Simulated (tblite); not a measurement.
```xyz
18
charge 0, multiplicity 1
C    -1.9267   -0.9902    0.6145
C    -1.7004   -0.7773   -0.6743
C    -1.6433    0.5642   -1.3122
Ga    0.3373    1.1210   -1.3164
O     1.4752   -0.4624   -1.0187
C     1.9598   -0.8832    0.0689
C     1.9100   -0.2410    1.2985
C     1.3067    1.0005    1.4435
O     0.7472    1.6740    0.5329
H    -2.1356   -0.1767    1.2922
H    -1.9414   -1.9824    1.0337
H    -1.5046   -1.6196   -1.3305
H    -2.0675    0.5411   -2.3184
H    -2.1943    1.3002   -0.7187
H     1.2012    2.0351   -2.2244
H     2.4821   -1.8497    0.0204
H     2.3628   -0.7093    2.1558
H     1.3228    1.4622    2.4417
```

Describe the molecule in this file.

It has 18 atoms: 6 carbon, 9 hydrogen, 1 gallium and 2 oxygen (C6H9GaO2). Its SMILES string is `C=C[CH2][Ga@H-]1[O]C=CC=[O+]1`. Among its groups: alkene. Coordination, clear cases only: 5 C trigonal planar; 1 C tetrahedral; 2 O bent.

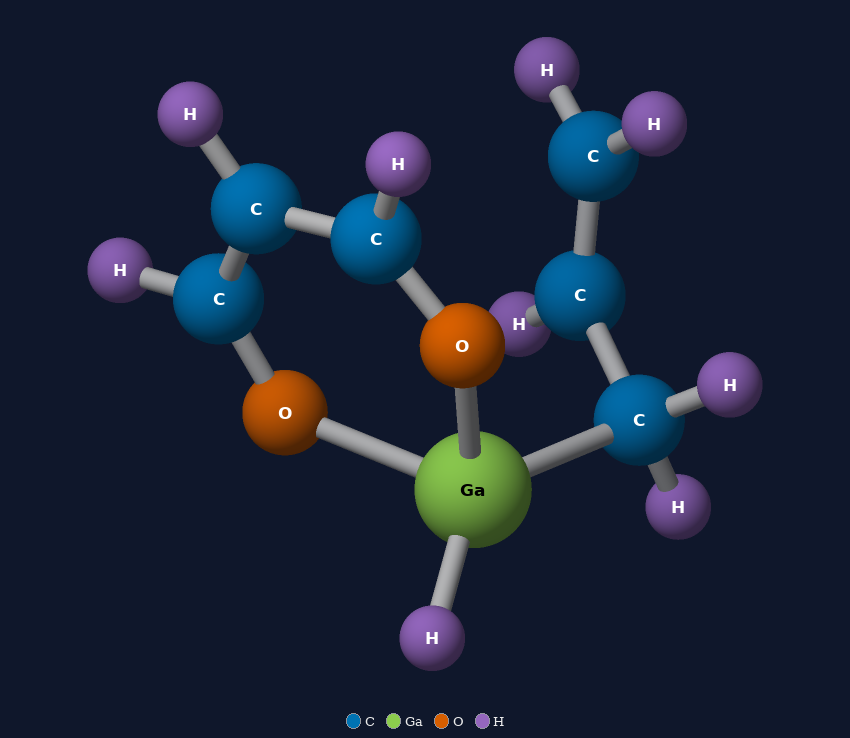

The picture comes from a calculation with tblite.
